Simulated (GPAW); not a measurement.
## Convergence series on In₂Co₃S₂ (R-3m, 7 atoms in the cell)

```cif
data_Co3In2S2
_chemical_formula_sum 'In2 Co3 S2'
_space_group_name_H-M_alt 'P 1'
_space_group_IT_number 1
_cell_length_a 5.49195
_cell_length_b 5.49195
_cell_length_c 5.49195
_cell_angle_alpha 57.418
_cell_angle_beta 57.418
_cell_angle_gamma 57.418
loop_
_space_group_symop_operation_xyz
  'x, y, z'
loop_
_atom_site_label
_atom_site_type_symbol
_atom_site_fract_x
_atom_site_fract_y
_atom_site_fract_z
_atom_site_occupancy
In1 In 0.50000 0.50000 0.50000 1
In2 In 0.00000 0.00000 0.00000 1
Co1 Co 0.00000 0.00000 0.50000 1
Co2 Co 0.50000 0.00000 0.00000 1
Co3 Co 0.00000 0.50000 0.00000 1
S1 S 0.72229 0.72229 0.72229 1
S2 S 0.27771 0.27771 0.27771 1
```
Moments meant for the start (each program seeds them in its own way; μB, in the order of the atoms In In Co Co Co S S): 0.0 0.0 3.0 3.0 3.0 0.0 0.0.

Method: PBEsol, GPAW PAW datasets PBEsol (made by gpaw-setup) (plane waves; GPAW).

The starting cell comes from a database of computed structures (which also holds hypothetical and non-ambient phases and stackings), without a prior relaxation at this level. The starting moments vanished: the run ended non-magnetic, which need not be the lowest state. In the base run, with a pressure of about -4 GPa the cell is away from its equilibrium volume at this level.

Held fixed: spinpol = true; mode = pw; ecut = 850 eV; xc = PBEsol; kpts = 5 5 5; mesh shift (steps) = 0 0 0; occupations.name = fermi-dirac; occupations.width = 0.1 eV; nbands = -11; symmetry.symmorphic = false; symmetry.tolerance = 0.0005; maxiter = 120. Moved along with it: convergence.energy, convergence.eigenstates.

ΔF is the free energy per atom less that of the last row (1e-07 e/electron).

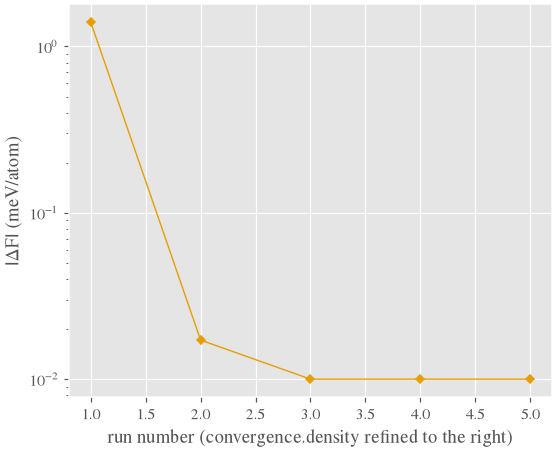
Fig. 1. Size of the energy error against the last run of the series; values under 0.01 meV/atom are drawn at 0.01.

| convergence.density | ΔF (meV/atom) | pressure (GPa) | largest force (eV/Å) | size of the net moment (μB/atom) | iterations |
|---|---|---|---|---|---|
| 0.01 e/electron | 1.40 | -4.90 | 0.072 | 0.11 | 9 |
| 0.001 e/electron | -0.02 | -3.96 | 0.285 | 0.00 | 15 |
| 0.0001 e/electron | 0.00 | -4.05 | 0.292 | 0.00 | 20 |
| 1e-05 e/electron | 0.00 | -4.04 | 0.260 | 0.00 | 29 |
| 1e-06 e/electron | 0.00 | -4.04 | 0.260 | 0.00 | 37 |
| 1e-07 e/electron | 0.00 | -4.04 | 0.260 | 0.00 | 43 |

Largest force within 0.02 eV/Å of the last row: from convergence.density = 1e-05 e/electron on; the one before it is off by 0.032 eV/Å. The value it settles on is 0.260 eV/Å at this level of theory and with the other settings as held.
